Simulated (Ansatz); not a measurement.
## C2H6FGeN: geometry relaxation (part 2 of 2)

Continued. System: C2H6FGeN. Method: RKS PBE/def2-SVP (Ansatz 0.2.0). It belongs to a series of runs on one base structure; here: end point A relaxed.

Geometry of the input (Å):
```
N  -1.1980  0.8952  0.1307
C  0.1265  0.4889  -0.0305
F  1.0892  1.4404  0.1444
C  0.4253  -0.4719  -1.0994
Ge 0.4857  -1.3036  0.6948
H  -1.3458  1.3347  1.0864
H  -1.3584  1.7458  -0.5311
H  -0.5163  -0.7789  -1.6633
H  1.3337  -0.3770  -1.5705
H  1.8570  -1.2377  1.4566
H  -0.8335  -1.7929  1.4026
```

Trajectory as extended XYZ (Å, eV, eV/Å), 9 frames, from step=1 to step=9
```
11
Properties=species:S:1:pos:R:3:forces:R:3 step=1 energy=-62867.17436
N    -1.1980    0.8952    0.1307   -1.0998   2.7809  -0.2195
C     0.1265    0.4889   -0.0305   -0.2066  -0.1722   1.0856
F     1.0892    1.4404    0.1444    0.8739   1.0845   0.0218
C     0.4253   -0.4719   -1.0994   -3.9904  -1.1274   0.3443
Ge    0.4857   -1.3036    0.6948    0.2179  -0.5276   1.0441
H    -1.3458    1.3347    1.0864    0.2449  -0.7202  -0.9851
H    -1.3584    1.7458   -0.5311   -0.0109  -1.3694   0.8060
H    -0.5163   -0.7789   -1.6633    1.2404   0.1942   0.1311
H     1.3337   -0.3770   -1.5705    2.5751   0.1385  -1.6128
H     1.8570   -1.2377    1.4566   -0.4601  -0.2348  -0.2668
H    -0.8335   -1.7929    1.4026    0.6156  -0.0466  -0.3485
11
Properties=species:S:1:pos:R:3:forces:R:3 step=2 energy=-62867.59148
N    -1.2161    0.9866    0.1172   -0.2521   1.1559  -0.1259
C     0.1151    0.5259    0.0227   -0.4446  -0.0370   0.4083
F     1.0931    1.5043    0.1158    0.4179   0.3618   0.0750
C     0.3839   -0.4692   -1.0556   -0.8928  -0.6863  -0.0046
Ge    0.5016   -1.2967    0.7473   -0.0849   0.3152   0.3482
H    -1.3807    1.4390    1.0382    0.0727  -0.2937  -0.3410
H    -1.3848    1.7546   -0.5928    0.1058  -0.7503   0.4580
H    -0.5105   -0.7804   -1.6379    0.4157   0.0710  -0.0543
H     1.3320   -0.3927   -1.5706    0.5484   0.0601  -0.4650
H     1.8744   -1.3662    1.4525   -0.1110  -0.1445  -0.1580
H    -0.7425   -1.9622    1.3840    0.2247  -0.0521  -0.1407
11
Properties=species:S:1:pos:R:3:forces:R:3 step=3 energy=-62867.70795
N    -1.2362    1.0554    0.1107    0.3717  -0.0984   0.1011
C     0.0922    0.5682    0.0489   -0.2428  -0.1132  -0.0147
F     1.0951    1.5473    0.1208    0.0081  -0.0427   0.0397
C     0.3694   -0.4828   -1.0128    0.1016  -0.1379   0.0847
Ge    0.4860   -1.2311    0.8267    0.0675   0.2119   0.1247
H    -1.4098    1.5322    1.0008   -0.0329   0.0240   0.0915
H    -1.4114    1.7363   -0.6424   -0.0337  -0.0243  -0.1317
H    -0.4808   -0.7980   -1.6342   -0.0742   0.0295  -0.1047
H     1.3312   -0.3992   -1.5491   -0.0452   0.0468   0.0433
H     1.9153   -1.5058    1.3741   -0.2543   0.0436  -0.1291
H    -0.6857   -2.0796    1.3772    0.1342   0.0606  -0.1049
11
Properties=species:S:1:pos:R:3:forces:R:3 step=4 energy=-62867.69866 accepted=F
N    -1.2191    1.0655    0.1597    0.0831  -0.3388  -0.4131
C     0.0867    0.5513    0.0798    0.1242   0.5206   0.0712
F     1.0996    1.5403    0.1349   -0.0072  -0.2239   0.0621
C     0.3507   -0.5008   -0.9874   -0.0597   0.2390  -0.0623
Ge    0.4859   -1.2110    0.8518   -0.0586  -0.1351   0.1387
H    -1.3968    1.6545    0.9766    0.1414  -0.0229   0.1400
H    -1.4221    1.6000   -0.6941   -0.1992   0.1573  -0.0484
H    -0.4982   -0.7191   -1.6550   -0.0234  -0.2109   0.0078
H     1.3201   -0.4144   -1.5073   -0.0267   0.1154   0.0247
H     1.9093   -1.4991    1.3406    0.0965  -0.0651  -0.0201
H    -0.6507   -2.1242    1.3212   -0.0704  -0.0355   0.0993
11
Properties=species:S:1:pos:R:3:forces:R:3 step=5 energy=-62867.72837
N    -1.2256    1.0593    0.1273    0.1078   0.0687  -0.1045
C     0.0904    0.5657    0.0596   -0.0929   0.0394   0.0043
F     1.1042    1.5390    0.1386   -0.0120  -0.0705  -0.0031
C     0.3627   -0.4912   -0.9981    0.0527   0.0430  -0.0402
Ge    0.4803   -1.2072    0.8505    0.0166   0.0068   0.0521
H    -1.3990    1.5818    0.9937    0.0181  -0.0185  -0.0198
H    -1.4280    1.6768   -0.6779   -0.0312  -0.0849   0.0982
H    -0.4834   -0.7828   -1.6420   -0.0098   0.0073  -0.0024
H     1.3259   -0.3847   -1.5286   -0.0450  -0.0089   0.0520
H     1.9061   -1.5193    1.3372   -0.0072   0.0089  -0.0121
H    -0.6683   -2.0945    1.3606    0.0029   0.0087  -0.0244
11
Properties=species:S:1:pos:R:3:forces:R:3 step=6 energy=-62867.72897
N    -1.2223    1.0630    0.1367    0.0324   0.0451  -0.0064
C     0.0876    0.5654    0.0615    0.0121   0.0010  -0.1102
F     1.1124    1.5265    0.1180    0.0103   0.0546   0.1005
C     0.3624   -0.4880   -0.9954   -0.0261  -0.0356  -0.0126
Ge    0.4791   -1.2060    0.8534    0.0264   0.0029   0.0400
H    -1.3827    1.6018    0.9949   -0.0082  -0.0242  -0.0029
H    -1.4547    1.6545   -0.6765    0.0048  -0.0270   0.0143
H    -0.4792   -0.7785   -1.6452   -0.0042  -0.0222  -0.0130
H     1.3307   -0.3763   -1.5127   -0.0340  -0.0002   0.0045
H     1.9035   -1.5182    1.3442   -0.0070  -0.0004  -0.0177
H    -0.6716   -2.1012    1.3417   -0.0064   0.0060   0.0036
11
Properties=species:S:1:pos:R:3:forces:R:3 step=7 energy=-62867.72964
N    -1.2226    1.0630    0.1282    0.0106   0.0240   0.0105
C     0.0866    0.5668    0.0587    0.0406  -0.0174   0.0217
F     1.1115    1.5276    0.1480   -0.0152   0.0134  -0.0218
C     0.3630   -0.4896   -0.9945   -0.0264   0.0277   0.0043
Ge    0.4785   -1.2007    0.8607    0.0156   0.0094  -0.0154
H    -1.3947    1.5940    0.9885    0.0032  -0.0081   0.0011
H    -1.4533    1.6546   -0.6843   -0.0065  -0.0167  -0.0038
H    -0.4735   -0.7804   -1.6509   -0.0173   0.0043   0.0001
H     1.3316   -0.3761   -1.5085    0.0156  -0.0278   0.0003
H     1.9128   -1.5353    1.3055   -0.0171   0.0151   0.0254
H    -0.6745   -2.0808    1.3694   -0.0033  -0.0239  -0.0225
11
Properties=species:S:1:pos:R:3:forces:R:3 step=8 energy=-62867.73084
N    -1.2189    1.0644    0.1328    0.0026   0.0256  -0.0059
C     0.0903    0.5688    0.0579   -0.0059  -0.0155   0.0113
F     1.1143    1.5308    0.1408   -0.0121  -0.0122  -0.0126
C     0.3598   -0.4891   -0.9958    0.0343   0.0178  -0.0029
Ge    0.4793   -1.1997    0.8581   -0.0060  -0.0084   0.0135
H    -1.3867    1.5975    0.9926   -0.0011  -0.0071  -0.0007
H    -1.4556    1.6516   -0.6811   -0.0052  -0.0053   0.0015
H    -0.4813   -0.7805   -1.6468   -0.0009   0.0033   0.0098
H     1.3283   -0.3854   -1.5126   -0.0042  -0.0001  -0.0091
H     1.9080   -1.5198    1.3297   -0.0039  -0.0025  -0.0068
H    -0.6720   -2.0955    1.3451    0.0025   0.0044   0.0018
11
Properties=species:S:1:pos:R:3:forces:R:3 step=9 energy=-62867.73095
N    -1.2189    1.0647    0.1325    0.0056   0.0080  -0.0021
C     0.0902    0.5684    0.0587   -0.0032   0.0023  -0.0068
F     1.1138    1.5307    0.1391   -0.0021  -0.0034   0.0030
C     0.3614   -0.4885   -0.9953    0.0073   0.0043   0.0001
Ge    0.4792   -1.2002    0.8588   -0.0011  -0.0012   0.0036
H    -1.3878    1.5973    0.9923   -0.0011  -0.0042   0.0006
H    -1.4560    1.6512   -0.6818   -0.0012  -0.0049   0.0013
H    -0.4805   -0.7801   -1.6449   -0.0020   0.0003   0.0034
H     1.3289   -0.3833   -1.5138   -0.0028  -0.0015  -0.0021
H     1.9077   -1.5227    1.3282    0.0003  -0.0005  -0.0003
H    -0.6726   -2.0944    1.3468    0.0002   0.0009  -0.0007
```

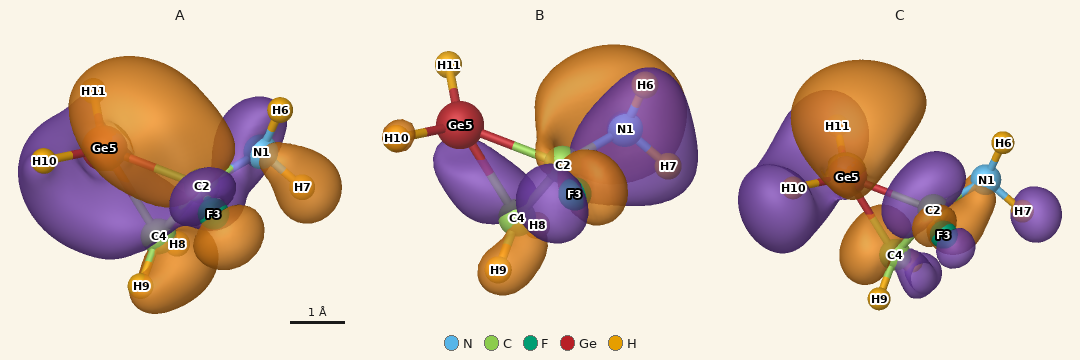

*Three frontier orbitals at ±0.08 Å⁻³ᐟ² (orange and purple are the two phases).*

B is the HOMO−1 (−6.28 eV). A is the HOMO (−5.26 eV). It lies mainly on Ge5 (35 %), C2 (20 %), C4 (15 %), F3 (10 %) and N1 (10 %). C is the LUMO (−0.57 eV). By Hirshfeld shares it lies mainly on Ge5 (50 %), C2 (15 %) and C4 (10 %). The HOMO–LUMO gap is 4.69 eV between the orbital energies.

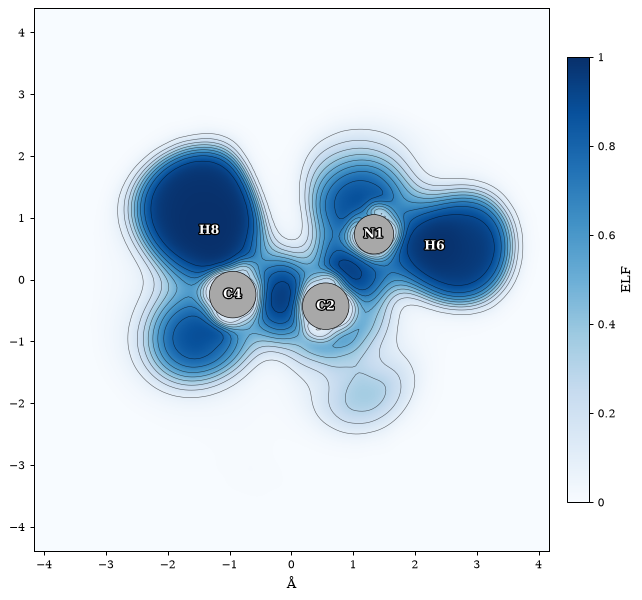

*ELF on the plane of atoms C2, C4 and H8. Grey discs, where drawn, cover atomic cores.*

The section cuts through N, C and H sites. C–N (1.40 Å): the ELF peaks at about 0.95 between the atoms, which marks a covalent bond. C–C (1.52 Å): the ELF peaks at about 0.95 between the atoms, as expected for localised, shared-pair bonding. N–H (1.03 Å): the ELF climbs to about 1 towards the hydrogen, as it does in any bond to H; a covalent bond by its length.

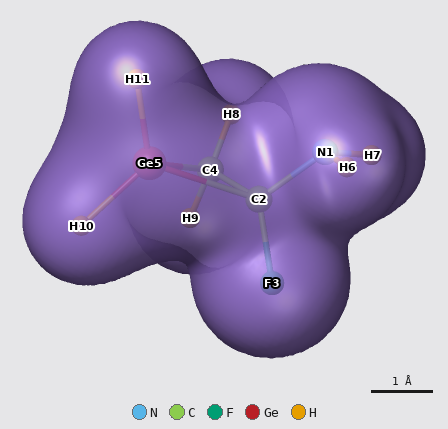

*Isosurface of the electron density at 0.05 e/Å³ (purple), seen from the side.*

At this value the surface is in one piece. On the grid the lowest density along these lines, outside the cores, is 2 e/Å³ (C–N, 1.40 Å), 1.5 e/Å³ (C–F, 1.41 Å), 1.7 e/Å³ (C–C, 1.52 Å) and 0.77 e/Å³ (C–Ge, 1.98 Å).

Summary

| quantity | value |
| --- | --- |
| outcome | converged |
| total energy | −62867.7310 eV |
| mean-field energy | −62867.7310 eV |
| largest force (length of the vector) at the end | 0.010 eV/Å |
| wall time | 13 s (CPU time 25 s) |
| peak memory | 0.18 GiB |
